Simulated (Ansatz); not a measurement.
Consider CH6AlNS (SMILES [AlH2][NH]CS).

```xyz
10

Al   -0.7862    1.7571   -0.0066
N    -0.3640    0.0973    0.4674
C     0.8114   -0.6332    0.1166
S     0.6433   -1.8171   -1.2767
H     0.3160    2.5721   -0.7963
H    -2.2029    2.3022    0.4367
H    -1.0383   -0.4771    0.9527
H     1.2237   -1.1873    0.9630
H     1.5876    0.0522   -0.2314
H    -0.1077   -2.7173   -0.6224
```

Geometry: PBE0-D4/def2-TZVP.

These are results of Ansatz, RKS PBE0-D4/def2-TZVPP, not measurements.

**What will maps of the electron density and electron localisation function show?**

C–N (1.43 Å): ρ at the midpoint is about 2 e/Å³; the ELF peaks at about 0.90 between the atoms, as expected for a shared electron pair.
Al–N (1.78 Å): ρ at the midpoint is about 0.86 e/Å³; the ELF peaks at about 0.90 in the valence shell of N, 0.7 Å from its nucleus, and is about 0.65 at the midpoint.
N–H (1.01 Å): the density is about 2.9 e/Å³ at the midpoint; the ELF climbs to about 1 towards the hydrogen, as it does in any bond to H; an ordinary covalent bond to hydrogen.
C–H (1.09 Å): ρ is about 2.1 e/Å³ halfway; the ELF climbs to about 1 towards the hydrogen: an ordinary covalent bond to hydrogen.

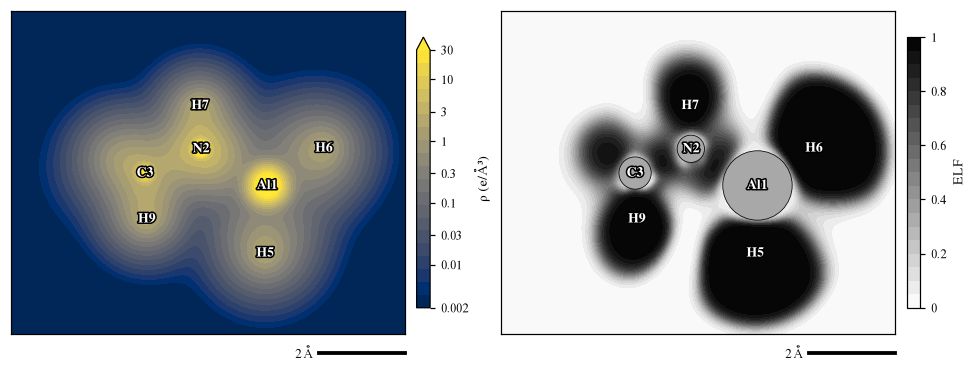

Computed electron density and electron localisation function on the plane of atoms Al1, N2 and H7, in this order. Grey discs cover the atomic cores in the ELF map. 
